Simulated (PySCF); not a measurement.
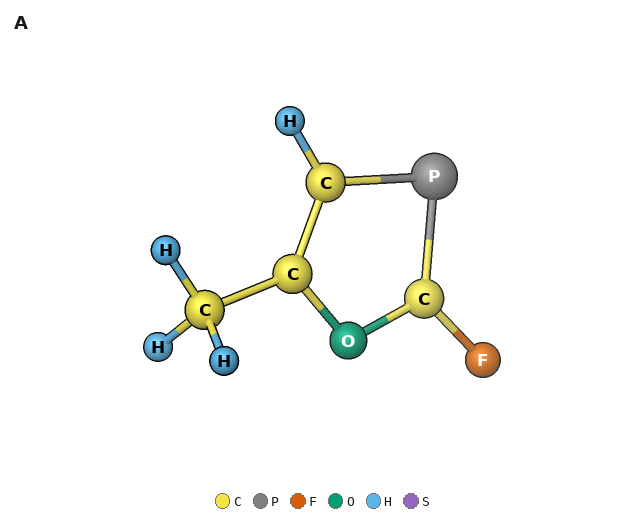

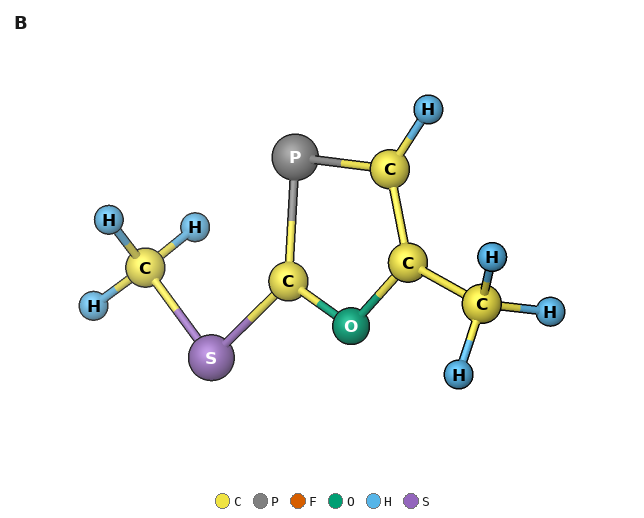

Two related species, optimised with GFN2-xTB; properties computed with PySCF 2.14.0. Both: charge 0, singlet.

Identify both.

A is C4H4FOP (Cc1cpc(F)o1), B is C5H7OPS (CSc1oc(C)cp1).

Compare them. With B3LYP/def2-SVPD: dipole moment (D), HOMO–LUMO gap (eV), HOMO energy (Kohn–Sham orbital) (eV), lowest vertical singlet excitation (eV), mean static polarisability (bohr³). With GFN2-xTB: mean P–C length (Å).

```csv
quantity,A,B
dipole moment (D),2.73,0.61
HOMO–LUMO gap (eV),5.38,4.70
HOMO energy (Kohn–Sham orbital) (eV),−6.41,−5.58
lowest vertical singlet excitation (eV),5.16,4.39
mean static polarisability (bohr³),73.2,110.6
mean P–C length (Å),1.740,1.748
```

Each is one conformer, and no frequency run is at hand to confirm it as a minimum.

The geometry is semi-empirical. Around P such bond lengths and angles can be off by a tenth of an ångström or more and by several degrees, and values that hang on the shape move with them.
